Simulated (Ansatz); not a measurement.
## ZrCl: a changed input and its effect

System: ZrCl, multiplicity 2.
Method of run 1: UKS PBE-D4/def2-TZVPP (Ansatz 0.2.0).

Text and figures count atoms from 1; the logs count them from 0 in places.

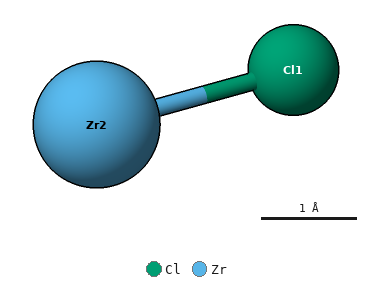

Figure 1. The structure as given in the input (ball-and-stick view, seen at a tilt; atoms are numbered from 1 in the order of the input). Sticks mark near contacts. Bond lengths as drawn: Cl–Zr 2.31 Å.

## The input, run 1
```yaml
crystal:
  periodic: [false, false, false]
  atoms:
    - { symbol: Cl, position_ang: [-3.0e-08, 1.0e-08, 0.19574731] }
    - { symbol: Zr, position_ang: [3.0e-08, -1.0e-08, 2.50100269] }
magnetization:
  spin_polarized: true
  initial_magnetization: 1
basis:
  gaussian: { orbitals: def2-TZVPP }
hamiltonian:
  xc: pbe
  dispersion: d4
relax:
  f_tol: 0.002
  max_steps: 150
```

Launched with:
```bash
ansatz run input.yaml --threads 2 --pin off --max-ram 5120MiB --backend cpu --events-out ev --progress --plain --runs-dir out
```

Hardware: 2 threads of Intel Xeon (Sapphire Rapids), 64 GiB of memory available, shared host.

## Output, shortened to warnings, some set-up lines, iterations and results (run 1)
```
[...]
mean field evaluation 1: about -13795.7262 eV, gradient 1.6e1 eV
mean field evaluation 2: about -13793.4963 eV, gradient 2.6e1 eV
mean field evaluation 4: about -13797.1819 eV, gradient 3.8e0 eV
mean field evaluation 8: about -13797.2585 eV, gradient 1.1e-1 eV
mean field evaluation 16: about -13797.2595 eV, gradient 4.7e-4 eV
[... 9 lines ...]
mean field evaluation 224: about -13797.2608 eV, gradient 2.6e-5 eV
mean field evaluation 256: about -13796.7076 eV, gradient 1.4e-5 eV
mean field evaluation 288: about -13796.9510 eV, gradient 6.7e-2 eV
mean field evaluation 320: about -13797.2727 eV, gradient 4.4e-1 eV
mean field evaluation 352: about -13797.3746 eV, gradient 6.2e-1 eV
mean field -13797.38132073 eV, -507.0444113360 hartree, gradient 1.1e-5 eV, S^2 1.396144; 16 other end points of the search recorded, 0 dependent functions left out
the calculation of the forces begins
reference -13797.38135699 eV, -507.0444126685 hartree; 15, 14 occupied and 83, 84 virtual orbitals, 606 factors
Total energy: -13797.44260673 eV, -507.0466635549 hartree
Atom 0 at    -0.000000    -0.000000     0.197488 Å, force    -0.000000    -0.000000     0.000003 eV/Å
Atom 1 at     0.000000     0.000000     2.499262 Å, force     0.000000     0.000000    -0.000003 eV/Å
Dipole moment:     0.035530     0.035584     0.483454 e Å
```

The input of run 2 differs as follows (lines with − go, lines with + come):
```diff
-  xc: pbe
-  dispersion: d4
+  xc: { name: B2PLYP }
```

Predict how the results change.

The total energies belong to different models, so their difference says nothing on which is more stable or more accurate. The functional changes from PBE to B2PLYP. The basis functions go from 98 to 93. On the same kind of shared host run 2 took about 2.1 times as long.

## Output, shortened to warnings, some set-up lines, iterations and results (run 2)
```
[...]
mean field evaluation 1: about -13790.9384 eV, gradient 1.2e1 eV
mean field evaluation 2: about -13791.0230 eV, gradient 1.2e1 eV
mean field evaluation 4: about -13792.0286 eV, gradient 1.5e0 eV
mean field evaluation 8: about -13792.0822 eV, gradient 3.1e-1 eV
mean field evaluation 16: about -13792.1355 eV, gradient 2.5e-2 eV
[... 10 lines ...]
mean field evaluation 256: about -13792.1365 eV, gradient 1.3e-1 eV
mean field evaluation 288: about -13791.9532 eV, gradient 1.0e0 eV
mean field evaluation 320: about -13792.1325 eV, gradient 7.3e-2 eV
mean field evaluation 352: about -13792.1360 eV, gradient 6.5e-1 eV
mean field evaluation 384: about -13792.1491 eV, gradient 1.7e-1 eV
mean field -13792.14959546 eV, -506.8521489784 hartree, gradient 3.3e-6 eV, S^2 1.311438; 12 other end points of the search recorded, 0 dependent functions left out
5 core orbitals not correlated: weight in the atoms' cores, before any rotation towards them, 1.000 or more for the frozen orbitals, at most 0.000 for the correlated occupied ones
reference -13792.14971205 eV, -506.8521532632 hartree; 10, 9 occupied and 83, 84 virtual orbitals, 694 factors
second order -15.47109838 eV of doubles, -0.00000000 eV of singles
the calculation of the forces begins
Total energy: -13796.32690862 eV, -507.0056624054 hartree
Atom 0 at    -0.000000     0.000000     0.199230 Å, force     0.000000     0.000000     0.000013 eV/Å
Atom 1 at     0.000000    -0.000000     2.497520 Å, force    -0.000000    -0.000000    -0.000013 eV/Å
Dipole moment:    -0.024639    -0.024638     0.470391 e Å
```

## The two runs side by side

```csv
quantity,run 1,run 2
outcome,converged,converged
total energy (hartree),−507.046664,−507.005662
⟨S²⟩,1.396,1.311
largest force (eV/Å),0.000,0.000
basis functions,98,93
wall time (shared host),32 s,65 s
```

For run 1: ⟨S²⟩ is 1.40 against 0.75 for a pure state: the solution is spin-contaminated. For run 2: ⟨S²⟩ is 1.31 against 0.75 for a pure state: the solution is spin-contaminated.
